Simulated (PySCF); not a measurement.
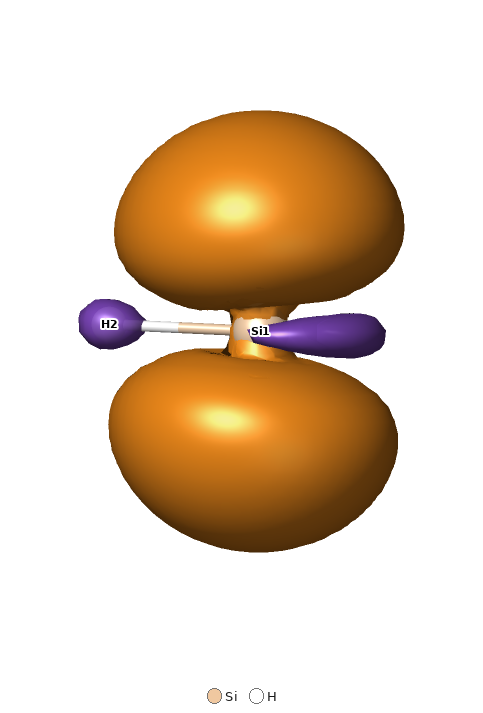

SiH (doublet). Isosurfaces of the spin density (α minus β) at +0.015 (orange) and −0.015 e/Å³ (purple), seen from one side.

These are results of PBE0/pcseg-2, non-relativistic, at a bond length of 1.533 Å in PySCF, not measurements.

Where is the unpaired spin?

The unpaired spin (1 electron) lies mostly on Si1 (about 1.0), in electrons by Hirshfeld's partition.
